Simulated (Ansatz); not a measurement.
# Ge2H6O: what the fields show

```
atom    x (Å)    y (Å)    z (Å)
  Ge   1.4955  -0.0252   0.5717
   H   2.0970  -0.6060  -0.7227
   H   2.4056   1.0508   1.1719
   H   1.2285  -1.1576   1.5817
   O  -0.0353   0.8017   0.1942
  Ge  -1.4993   0.1149  -0.5502
   H  -1.1680  -0.3738  -1.9731
   H  -2.0050  -1.0624   0.3058
   H  -2.5190   1.2576  -0.5795
```

Geometry: r2SCAN-D4/def2-SVP.

These are results of RKS PBE0-D4/def2-TZVP in Ansatz, not measurements.

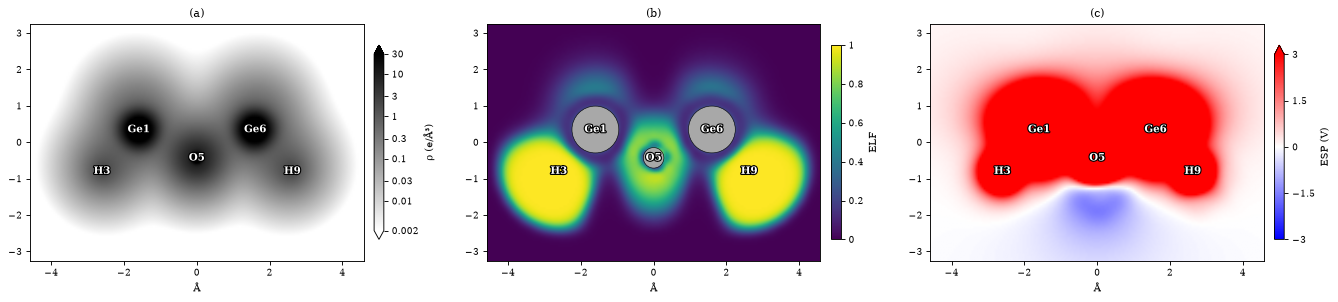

Figure 1. (a) total electron density; (b) ELF; (c) molecular electrostatic potential on the plane of atoms O5, Ge6 and H9. Grey discs cover the atomic cores in the ELF map.

> Interpret the plot.

The section cuts through Ge, H and O sites.
Ge–O (1.78 Å): ρ at the midpoint is about 0.96 e/Å³; the ELF peaks at about 0.85 in the valence shell of O, 0.6 Å from its nucleus, and is about 0.30 at the midpoint.
Ge–H (1.53 Å): ρ at the midpoint is about 1.1 e/Å³; the ELF climbs to about 1 towards the hydrogen.
The ELF also peaks beside O5, away from the bonds: lone-pair regions.
Outside the dense part of the molecule the potential is most negative (−1.6 V) near O5.

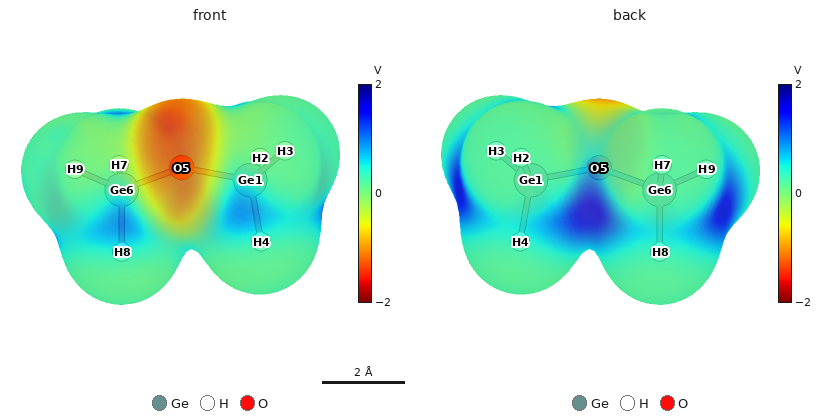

Figure 2. The molecular electrostatic potential painted on the density surface at 0.002 e/bohr³, seen from the front and from behind; the colour scale runs from red (negative) to blue (positive).

> Where is the surface potential most negative and most positive?

The most negative region (about −1.4 V) lies over O5, the most positive (about +1.6 V) over Ge1 and Ge6. O5 is the likeliest acceptor of a hydrogen bond.

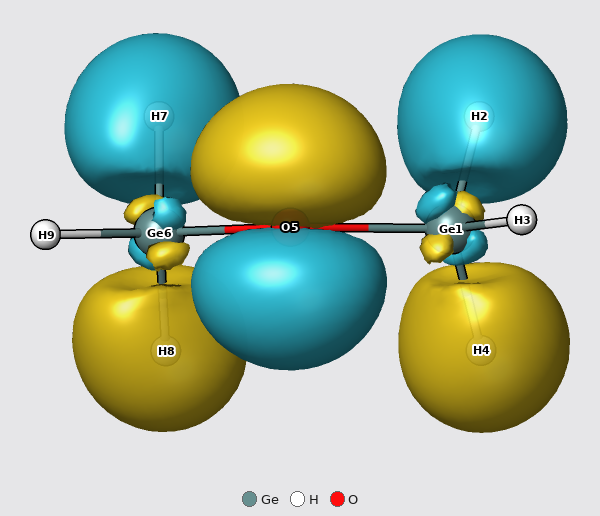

Figure 3. The HOMO at ±0.08 Å⁻³ᐟ² (yellow and cyan are the two phases), seen at a tilt.

> Where does this orbital lie, and at what energy?

By Hirshfeld shares it lies mainly on O5 (about 50 %), Ge1 (about 10 %), Ge6 (about 10 %), H4 (about 5 %), H7 (about 5 %), H2 (about 5 %) and H8 (about 5 %). Its energy is −8.19 eV.

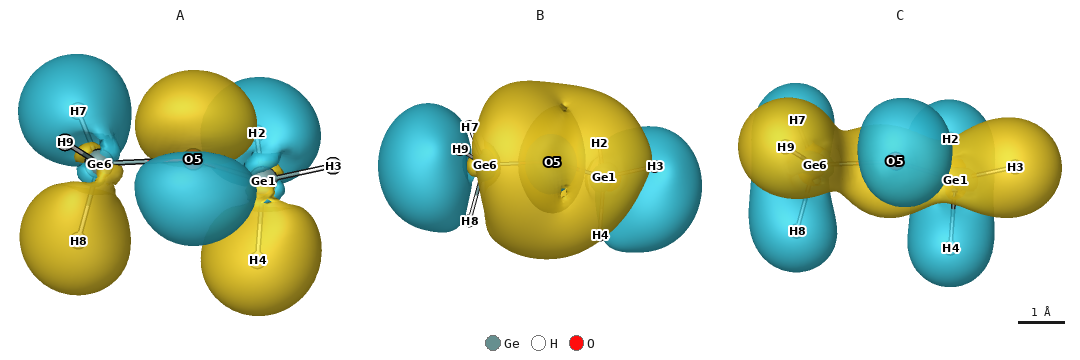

Figure 4. Three frontier orbitals at ±0.06 Å⁻³ᐟ² (yellow and cyan are the two phases), in no order.

> Which picture is the HOMO−1, the HOMO and the LUMO?

C is the HOMO−1 (−8.61 eV). By Hirshfeld shares it lies mainly on O5 (about 45 %), Ge1 (about 15 %), Ge6 (about 15 %), H3 (about 5 %) and H9 (about 5 %). A is the HOMO (−8.19 eV). By Hirshfeld shares it lies mainly on O5 (about 50 %), Ge1 (about 10 %), Ge6 (about 10 %), H4 (about 5 %), H7 (about 5 %), H2 (about 5 %) and H8 (about 5 %). B is the LUMO (−0.25 eV). It lies mainly on Ge1 (about 35 %), Ge6 (about 35 %) and O5 (about 15 %).

> What is the HOMO–LUMO gap?

7.94 eV between the orbital energies.
